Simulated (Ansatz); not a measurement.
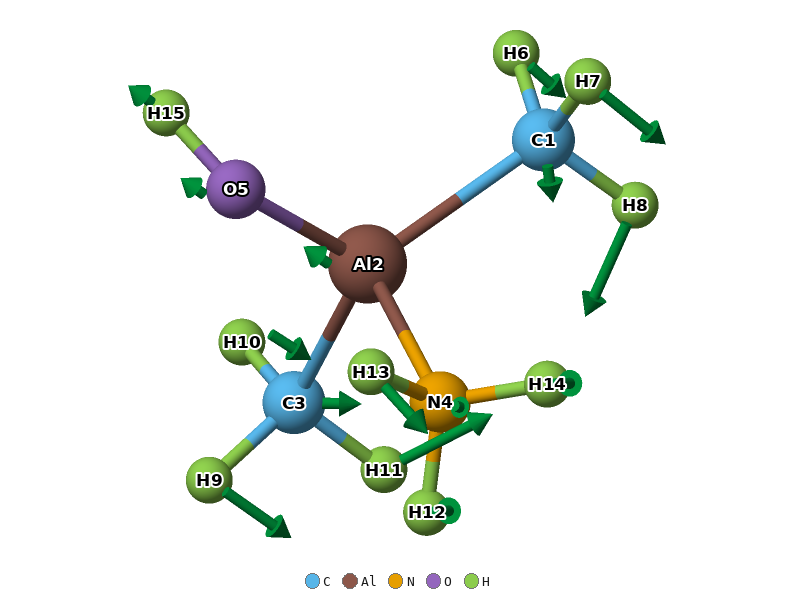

The arrows show one normal mode. Harmonic vibrations computed with RKS PBE0-D4/def2-TZVP (Ansatz 0.2.0) at a stationary point of the same level.

Q: At what wavenumber does it lie?

A: 170 cm⁻¹; it is mode 7 of 39 counted from the lowest.
